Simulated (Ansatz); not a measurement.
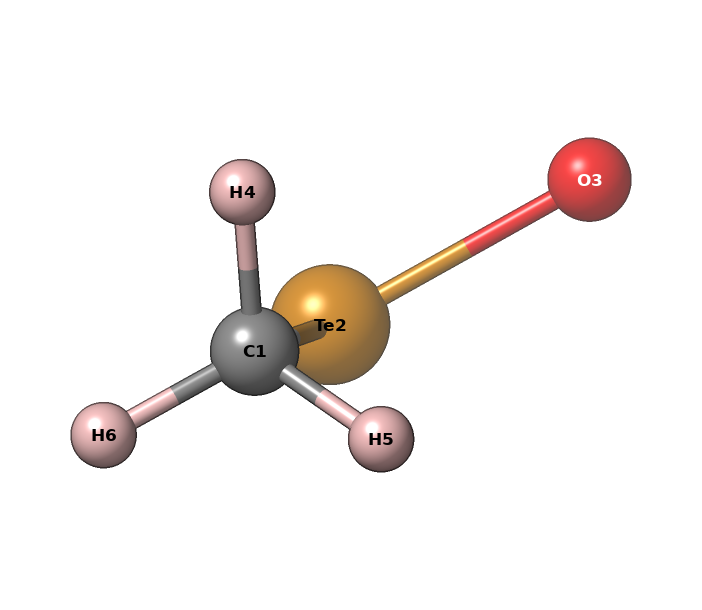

Te2 lies behind C1. The molecule seen a little off the C1–Te2 bond, C1 in front. Distant atoms are faded towards the background colour. The species has charge −1 and is a spin singlet. The computed structure is the end point of a PBE0-D4/def2-TZVPD optimisation. No frequency run is at hand to confirm it as a minimum.

**What is the torsion angle H4–C1–Te2–O3? The sign is positive where the front bond must turn clockwise to cover the back bond.**

60°, synclinal (gauche).
